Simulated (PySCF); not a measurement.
C$_{4}$H$_{11}$PSi

The calculation's input:

```
{"job": {"kind": "uv", "xc": "wB97X-D", "basis": "def2-SVPD", "nstates": 8, "ntriplets": 3}, "charge": 0, "multiplicity": 1}
C      2.034246    -0.406225    -0.765379
C      1.511240     0.118686     0.569165
C      0.120079     0.681078     0.405303
P     -1.004854     0.947532     1.846772
C     -1.065115    -0.240312     0.410057
Si    -2.425002    -0.030166    -0.880463
H      3.031989    -0.822503    -0.646312
H      2.079773     0.398346    -1.496203
H      1.376891    -1.182079    -1.152139
H      2.183438     0.894348     0.945538
H      1.494329    -0.693721     1.301066
H      0.074029     1.491601    -0.319463
H     -0.318661     0.069757     2.701029
H     -0.843273    -1.263481     0.699974
H     -2.609141     1.395128    -1.152376
H     -3.663320    -0.625012    -0.379292
H     -1.983646    -0.720946    -2.097188
```

Command:

```sh
OMP_NUM_THREADS=1 python probes_run.py task.json out
```

Geometry: GFN2-xTB.

These are results of wB97X-D/def2-SVPD, SCF density, gas phase in PySCF 2.14.0, not measurements.

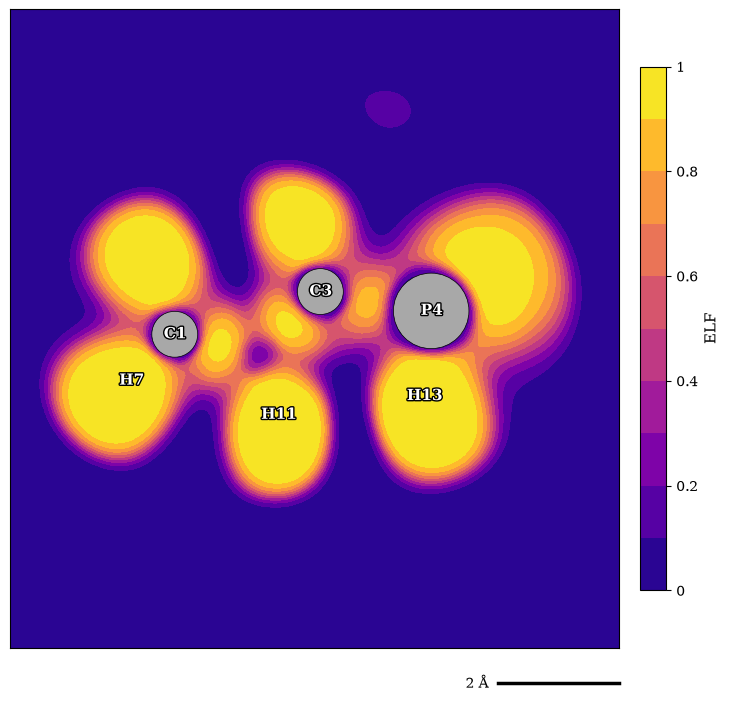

Figure 1. ELF on the plane of atoms C3, P4 and H13. Grey discs cover the atomic cores.

Q: What do the fields say about this system?

A:
- Atoms in the plane: C, P and H.
- C–P (1.85 Å): the ELF peaks at about 0.85 between the atoms: localised, covalent bonding.
- C–H (1.09 Å): the ELF climbs to about 1 towards the hydrogen, as it does in any bond to H; a covalent bond by its length.
- P–H (1.40 Å): the ELF climbs to about 1 towards the hydrogen.
- The ELF also peaks beside P4, away from the bonds: lone-pair regions.

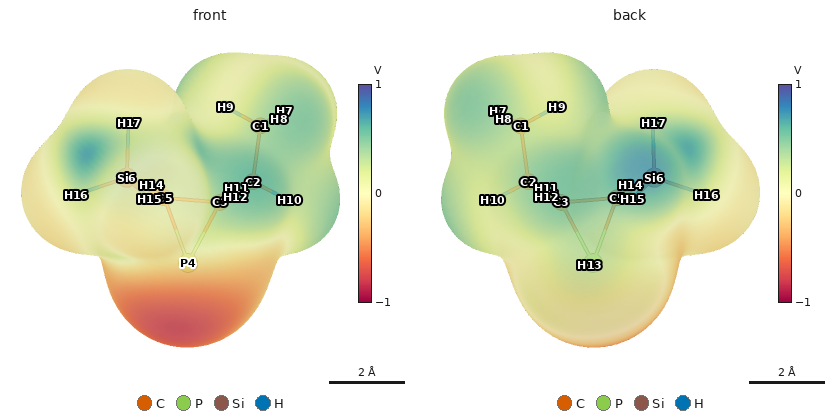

Figure 2. The molecular electrostatic potential painted on the density surface at 0.001 e/bohr³, seen from the front and from behind; red is negative and blue positive.

Q: Describe the electrostatic potential map.

A: The most negative region (about −0.8 V) lies over P4, the most positive (about +0.7 V) over Si6 and H14.
